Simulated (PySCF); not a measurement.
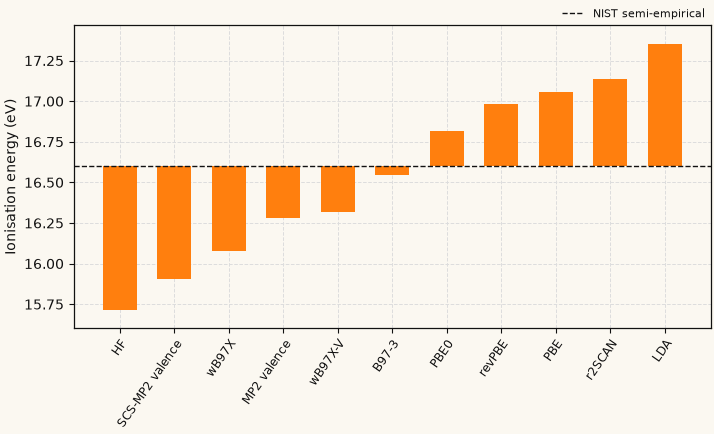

The ionisation energy of an atom or ion with 74 electrons in the configuration [Xe] 4f¹⁴ 5d⁵ 6s by several methods. PySCF, aug-cc-pVDZ-PP with a 60-electron core potential, unrestricted single determinants, no spin-orbit coupling. Methods marked “valence” freeze 8 core electrons.

Question: Name the element and charge.

Answer: Re⁺. The values run from 15.72 eV (HF) to 17.35 eV (LDA). The NIST semi-empirical value is 16.60 ± 0.5 eV; nearest to it come B97-3 (−0.05) and PBE0 (+0.21), furthest HF (−0.88 eV).
